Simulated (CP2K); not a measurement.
# HO2 (hydroperoxy): GFN1-xTB

What is the vertical ionisation energy of HO2 (hydroperoxy) at GFN1-xTB? 

The calculation is run with CP2K 2026.2.

2 further runs of the same task are left out: 2 set aside as unsound or not needed.

**1. The structure to begin with**

HO2: 3 atoms, total charge 0, spin state doublet. As SMILES, `[O]O`. The coordinates come from a GFN2-xTB relaxation.

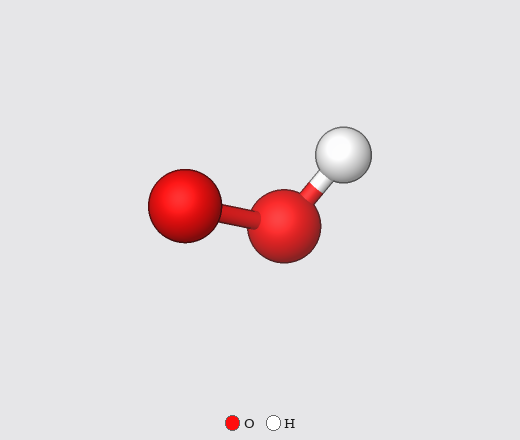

The structure, seen from a chosen angle (oxygen red, hydrogen white).

**2. Energy and forces at GFN1-xTB**

File molecule.inp:

```
&GLOBAL
  PROJECT molecule
  RUN_TYPE ENERGY_FORCE
  PRINT_LEVEL MEDIUM
&END

&FORCE_EVAL
  METHOD QS
  &DFT
    CHARGE 0
    MULTIPLICITY 2
    UKS T
    &QS
      METHOD XTB
      EPS_DEFAULT 1.0E-10
      &XTB
        GFN_TYPE 1
        CHECK_ATOMIC_CHARGES F
      &END
    &END
    &POISSON
      PERIODIC NONE
      POISSON_SOLVER ANALYTIC
    &END
    &SCF
      SCF_GUESS ATOMIC
      EPS_SCF 1.0E-07
      MAX_SCF 30
      &OT ON
        MINIMIZER DIIS
        PRECONDITIONER FULL_ALL
      &END
      &OUTER_SCF
        EPS_SCF 1.0E-07
        MAX_SCF 5
      &END
    &END
    &PRINT
      &MOMENTS
        PERIODIC F
        REFERENCE COM
        MAX_MOMENT 1
      &END
      &MO_CUBES
        NLUMO 5
        NHOMO -1
        WRITE_CUBE F
      &END
      &HIRSHFELD OFF
      &END
    &END
  &END
  &SUBSYS
    &CELL
      ABC [angstrom] 13 13.5 12.4
      PERIODIC NONE
    &END
    &COORD
      O     -0.366460     0.947510    -0.094170
      O     -0.239810    -0.346560    -0.168450
      H      0.606270    -0.600950     0.262620
    &END
    &TOPOLOGY
      &CENTER_COORDINATES
      &END
    &END
  &END
  &PRINT
    &FORCES ON
    &END
  &END
&END
```

Launch:

```console
OMP_NUM_THREADS=1 cp2k.psmp -i molecule.inp > molecule.out 2>&1
```

The log of the run:

```text
CP2K| version string:                                       CP2K version 2026.2
[...]
 GLOBAL| Method name                                                        CP2K
[...]
 GLOBAL| Run type                                                   ENERGY_FORCE
[...]
                             - Atoms:                                          3
[...]
                             - Spherical basis functions:                     10
[...]
 Number of electrons:                                                          7
[...]
     1 OT DIIS     0.15E+00    0.1     0.05189446        -9.6844633697 -9.68E+00
[...]
    11 OT DIIS     0.15E+00    0.0     0.00000002        -9.7178716528 -4.69E-13
  *** SCF run converged in    11 steps ***
[...]
 TB_DIPOLE| Moment [Debye]          1.68965061      -1.83763491       0.71391839
 TB_DIPOLE| Derivative [a.u.]       0.00000000       0.00000000       0.00000000
[...]
 ENERGY| Total FORCE_EVAL ( QS ) energy [hartree]             -9.717871652849507
 FORCES| Atomic forces [hartree/bohr]
 FORCES|   Atom     x               y               z               |f|
 FORCES|      1  5.43690030E-04  1.52657021E-03  4.63781637E-04   1.68555892E-03
 FORCES|      2 -4.07212251E-03 -1.52578268E-03 -2.37864392E-03   4.95662601E-03
 FORCES|      3  3.52843248E-03 -7.87536787E-07  1.91486228E-03   4.01454032E-03
 FORCES| Sum     4.33680869E-18 -5.55573145E-17 -3.07913417E-17
 FORCES| Total atomic force                                       6.36673372E-17
[...]
```

Wall time 1.9 s (1 thread of Intel Xeon Platinum 8259CL at 2.50GHz (Skylake/Cascade Lake), shared host); peak memory 0.2 GiB.

**3. The singlet cation**

File run.inp:

```
&GLOBAL
   PROJECT_NAME run
   RUN_TYPE ENERGY_FORCE
   PRINT_LEVEL MEDIUM
&END GLOBAL

&FORCE_EVAL
   METHOD QS
   &DFT
      CHARGE 1
      &QS
         METHOD XTB
         EPS_DEFAULT 1.0E-10
         &XTB
            GFN_TYPE 1
            CHECK_ATOMIC_CHARGES F
         &END XTB
      &END QS
      &POISSON
         PERIODIC NONE
         POISSON_SOLVER ANALYTIC
      &END POISSON
      &SCF
         SCF_GUESS ATOMIC
         EPS_SCF 1.0E-07
         MAX_SCF 50
         &OT
            MINIMIZER CG
            PRECONDITIONER FULL_ALL
         &END OT
         &OUTER_SCF
            EPS_SCF 1.0E-07
            MAX_SCF 8
         &END OUTER_SCF
      &END SCF
      &PRINT
         &MOMENTS
            PERIODIC F
            REFERENCE COM
            MAX_MOMENT 1
         &END MOMENTS
         &MO_CUBES
            NLUMO 5
            NHOMO -1
            WRITE_CUBE F
         &END MO_CUBES
         &HIRSHFELD OFF
         &END HIRSHFELD
      &END PRINT
   &END DFT
   &SUBSYS
      &CELL
         ABC 13 13.5 12.4
         PERIODIC NONE
      &END CELL
      &COORD
         O     -0.366460     0.947510    -0.094170
         O     -0.239810    -0.346560    -0.168450
         H      0.606270    -0.600950     0.262620
      &END COORD
      &TOPOLOGY
         &CENTER_COORDINATES
         &END CENTER_COORDINATES
      &END TOPOLOGY
   &END SUBSYS
   &PRINT
      &FORCES ON
      &END FORCES
   &END PRINT
&END FORCE_EVAL
```

Launch:

```console
OMP_NUM_THREADS=1 cp2k.psmp -i run.inp > run.out 2>&1
```

The log of the run:

```text
CP2K| version string:                                       CP2K version 2026.2
[...]
 GLOBAL| Method name                                                        CP2K
[...]
 GLOBAL| Run type                                                   ENERGY_FORCE
[...]
                             - Atoms:                                          3
[...]
                             - Spherical basis functions:                     10
[...]
 Number of electrons:                                                         12
[...]
     1 OT CG       0.15E+00    0.0     0.13153910        -8.9899471967 -8.99E+00
[...]
     8 OT CG       0.24E+00    0.0     0.00000007        -9.0169568159 -3.19E-12
  *** SCF run converged in     8 steps ***
[...]
 TB_DIPOLE| Moment [Debye]          2.21493319      -1.90094203       0.99200306
 TB_DIPOLE| Derivative [a.u.]       0.00000000       0.00000000       0.00000000
[...]
 ENERGY| Total FORCE_EVAL ( QS ) energy [hartree]             -9.016956815902342
 FORCES| Atomic forces [hartree/bohr]
 FORCES|   Atom     x               y               z               |f|
 FORCES|      1  1.04062699E-02 -1.50267065E-01 -1.09592278E-02   1.51025117E-01
 FORCES|      2 -3.87228976E-02  1.65358252E-01 -2.74094235E-03   1.69853840E-01
 FORCES|      3  2.83166277E-02 -1.50911874E-02  1.37001701E-02   3.48893968E-02
 FORCES| Sum     0.00000000E+00 -3.81639165E-17  3.29597460E-17
 FORCES| Total atomic force                                       5.04264750E-17
[...]
```

It took 1.3 s on 1 thread of Intel Xeon Platinum 8259CL at 2.50GHz (Skylake/Cascade Lake), shared host; peak memory 0.2 GiB.

**4. What came out**

Level: GFN1-xTB.

| quantity | value |
| --- | --- |
| doublet HO2: total energy | -9.71787 Eh |
| doublet HO2: dipole moment (from atomic charges alone) | 2.60 D |
| doublet HO2: HOMO energy (highest over α and β) | -12.96 eV |
| doublet HO2: dispersion energy | -0.52 kJ/mol |
| doublet HO2: largest force on an atom | 0.255 eV/Å |
| singlet cation: total energy | -9.01696 Eh |
| singlet cation: HOMO energy | -25.91 eV |
| singlet cation: dispersion energy | -0.52 kJ/mol |
| singlet cation: largest force on an atom | 8.734 eV/Å |
| vertical ionisation energy (to the singlet cation) | 19.073 eV |

**Reading.** Removing an electron at fixed nuclei costs 19.07 eV (440 kcal/mol). The largest force (doublet HO2) is 0.25 eV/Å: the shape isn't a stationary point for this species at this level. Only the singlet of the ionised species was computed; a triplet could lie lower. xTB total energies overstate such differences by several eV unless an empirical shift is taken off; none is applied here. The dipole (doublet HO2) comes from point charges on the atoms alone, without atomic dipoles, so it is partial.
